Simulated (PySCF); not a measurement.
System: C₆H₇P.

```yaml
atoms:
  - { symbol: P, position_ang: [2.6622, -0.2421, 0.6690] }
  - { symbol: C, position_ang: [0.8794, -0.0818, 0.2456] }
  - { symbol: C, position_ang: [0.1118, -1.2152, -0.0506] }
  - { symbol: C, position_ang: [-1.2600, -1.1065, -0.2717] }
  - { symbol: C, position_ang: [-1.8882, 0.1352, -0.1926] }
  - { symbol: C, position_ang: [-1.1339, 1.2679, 0.1101] }
  - { symbol: C, position_ang: [0.2374, 1.1606, 0.3315] }
  - { symbol: H, position_ang: [3.1226, 0.9018, -0.0511] }
  - { symbol: H, position_ang: [3.0142, -1.1513, -0.3740] }
  - { symbol: H, position_ang: [0.5893, -2.1971, -0.1167] }
  - { symbol: H, position_ang: [-1.8412, -2.0008, -0.5098] }
  - { symbol: H, position_ang: [-2.9631, 0.2206, -0.3678] }
  - { symbol: H, position_ang: [-1.6164, 2.2465, 0.1727] }
  - { symbol: H, position_ang: [0.8148, 2.0588, 0.5684] }
```

Geometry: PBE0-D3(BJ)/def2-SVP.

These are results of PySCF 2.14.0, CAM-B3LYP/def2-SVPD, SCF density, gas phase, not measurements.

Q: What will maps of the electron density and electron localisation function show?

A: C–C (1.39 Å): ρ at the midpoint is about 2.1 e/Å³; the ELF peaks at about 0.95 between the atoms (localised, covalent bonding).
C–P (1.84 Å): the density is about 1.1 e/Å³ at the midpoint; the ELF peaks at about 0.95 between the atoms; a shared electron pair.
C–H (1.09 Å): the density is about 2 e/Å³ at the midpoint; the ELF climbs to about 1 towards the hydrogen, as it does in any bond to H: an ordinary covalent bond to hydrogen.

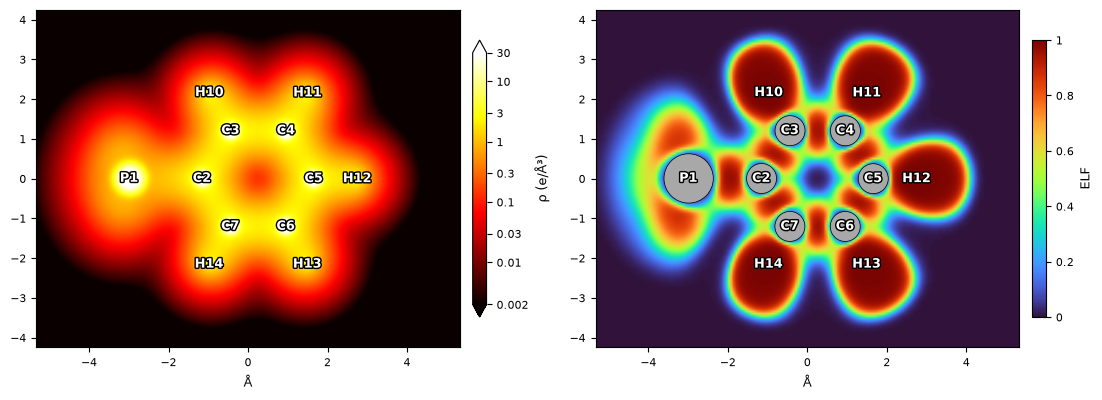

Computed electron density and electron localisation function on the plane of atoms C2, C3 and C4, in this order. Grey discs cover the atomic cores in the ELF map. 
